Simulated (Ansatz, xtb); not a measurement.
Breaking the Zn1–H2 bond in GeH4Zn (SMILES [ZnH][GeH3]) (multiplicity 1 held, fragments rigid). Energies count from the point at 1.556 Å.
Geometry at that point (charge 0, multiplicity 1):
| atom | x (Å) | y (Å) | z (Å) |
|---|---|---|---|
| Zn | -0.7925 | -0.1904 | -0.9931 |
| H | -1.7524 | -0.4211 | -2.1959 |
| Ge | 0.6980 | 0.1677 | 0.8747 |
| H | 1.7617 | -0.9450 | 1.0057 |
| H | 1.4762 | 1.4979 | 0.7651 |
| H | -0.0473 | 0.2138 | 2.2271 |

Unrestricted levels (U-) break spin symmetry where that is lower. Active spaces are followed from a long bond inwards. Curves can end on different states.

Frozen-core correlation. Filled d and f shells under p-block atoms count as core.

Programs: Ansatz (an electronic-structure program); xtb for the GFN methods. Each number belongs to the level named beside it. The GFN methods have no spin term and hold the electronic entropy of 300 K.

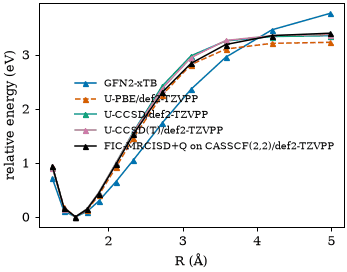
Relative energy along the coordinate

Task: Read off the GFN2-xTB curve at R = 2.723.

Result: about 1.7 eV

Doubts at one or more of the structures used: a spin-contaminated determinant (U-PBE/def2-TZVPP, U-CCSD/def2-TZVPP, U-CCSD(T)/def2-TZVPP); T1 above 0.05 (U-CCSD/def2-TZVPP, U-CCSD(T)/def2-TZVPP).
